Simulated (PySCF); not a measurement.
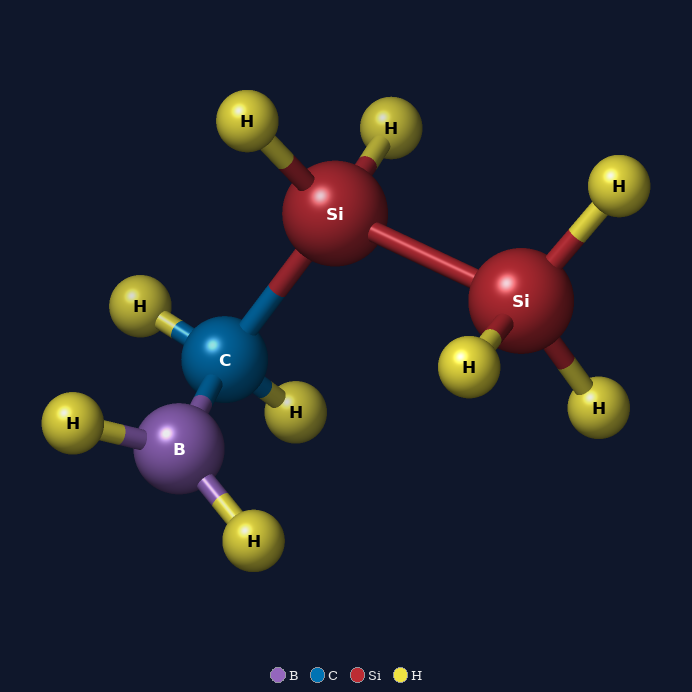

Question: Give the formula.

Answer: CH₉BSi₂, 13 atoms: 1 carbon, 9 hydrogen, 1 boron and 2 silicon.

Question: Describe its rings.

Answer: It has no ring.

Question: How many bonds of each kind are drawn?

Answer: 5 Si–H, 2 B–H, 2 C–H, 1 C–B, 1 C–Si, 1 Si–Si.

Question: Which point group does it belong to?

Answer: C1.

The parts below concern this one geometry. Atoms keep their numbers from picture to picture. The geometry was computed by an optimisation with PBE0-D3(BJ)/def2-SVP. No frequency run is at hand to confirm it as a minimum.

Bond orders

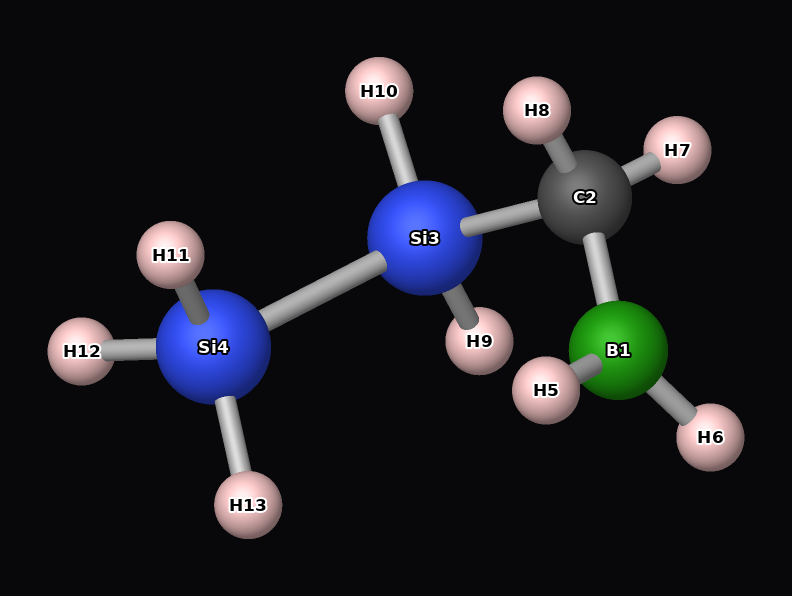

The thickness of each stick grows with its Mayer bond order. No frequency run is at hand to confirm it as a minimum. Level of theory: PBE0/IGLO-III (PySCF 2.14.0).

List the Mayer bond orders of B1–C2, B1–H5, B1–H6, C2–Si3, C2–H7, C2–H8, Si3–Si4, Si3–H9, Si3–H10, Si4–H11, Si4–H12, Si4–H13.

| bond | Mayer order | length (Å) |
| --- | --- | --- |
| B1–C2 | 1.00 | 1.538 |
| B1–H5 | 1.00 | 1.212 |
| B1–H6 | 1.01 | 1.211 |
| C2–Si3 | 0.85 | 1.912 |
| C2–H7 | 0.95 | 1.101 |
| C2–H8 | 0.95 | 1.102 |
| Si3–Si4 | 1.05 | 2.347 |
| Si3–H9 | 0.93 | 1.496 |
| Si3–H10 | 0.92 | 1.497 |
| Si4–H11 | 0.92 | 1.496 |
| Si4–H12 | 0.93 | 1.496 |
| Si4–H13 | 0.93 | 1.495 |

Electronic properties

No frequency run is at hand to confirm it as a minimum. Method: PBE0/cc-pVTZ, gas phase (PySCF 2.14.0).

Question: What is the HOMO–LUMO gap?

Answer: 6.77 eV.

Question: Estimate the HOMO energy (Kohn–Sham orbital).

Answer: −8.22 eV.

Question: Give the dipole moment at this level.

Answer: 0.98 D.

NMR shielding

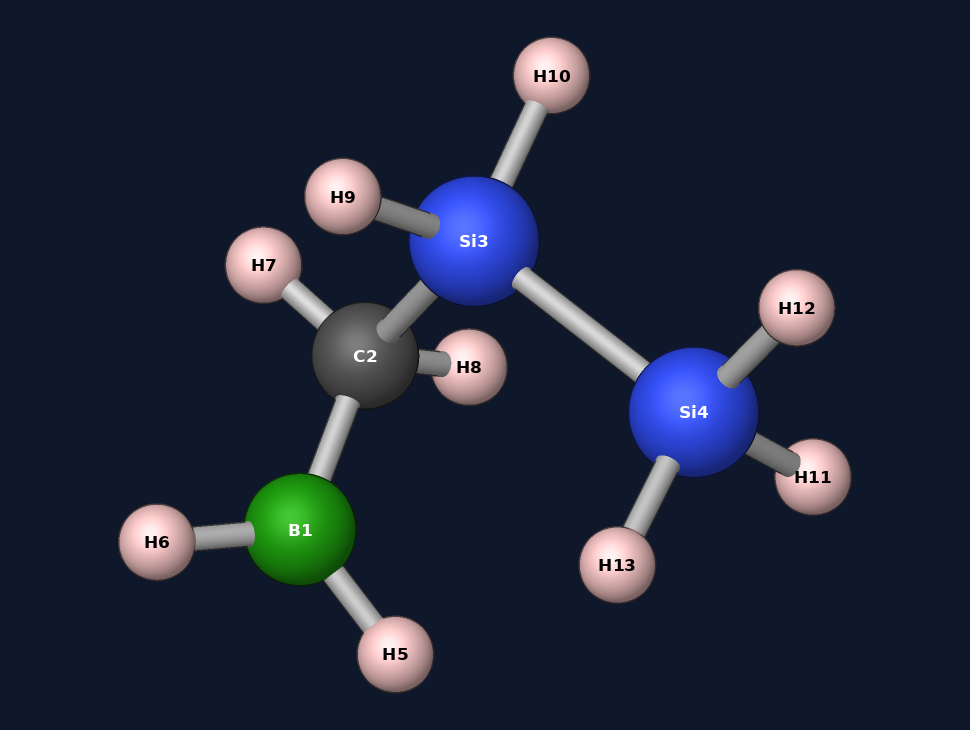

No frequency run is at hand to confirm it as a minimum. Properties computed with GIAO PBE0/def2-TZVP NMR shielding, non-relativistic, gas phase (PySCF 2.14.0). Principal shieldings σ11 ≤ σ22 ≤ σ33, span Ω = σ33 − σ11, skew κ = 3(σiso − σ22)/Ω.

Give the shielding tensors of the C atoms.

```
atom    σ11    σ22    σ33   σiso     Ω      κ
  C2  122.1  166.2  196.5  161.6  74.4  −0.19
```

Shieldings and span in ppm.
